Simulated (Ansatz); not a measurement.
Level of theory: PBE (plane waves to 420 eV, PAW; Ansatz, an electronic-structure program).

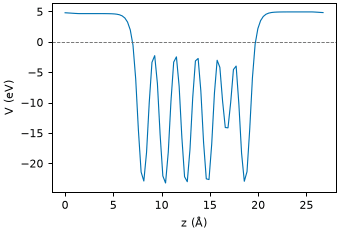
Plane-averaged electrostatic potential energy along the normal, in eV from the Fermi level, for a constructed model of the (110) surface of bcc Mo, a layer of Co in place of the second plane (bottom of the slab: a bare face, its two planes held)

Slab: 6 atoms, 10.8 Å thick at the start with caps and adatoms (thin: gaps and levels are the slab's own); k 14x14x1, smearing 0.1 eV, dipole-corrected; 2 atoms held, the rest relaxed; start symmetry kept, larger cells not searched; spin-polarised, ending with about 0.7 μB a cell; orders that need a larger cell were not tried, no spin-orbit, no U. In PBE it lies 0.13 eV a 1x1 cell over the lowest computed structure of the same composition (a layer of Co in place of the third plane).

The vacuum level lies 4.92 eV above the Fermi level over the top face and 4.64 eV above it under the bottom face.
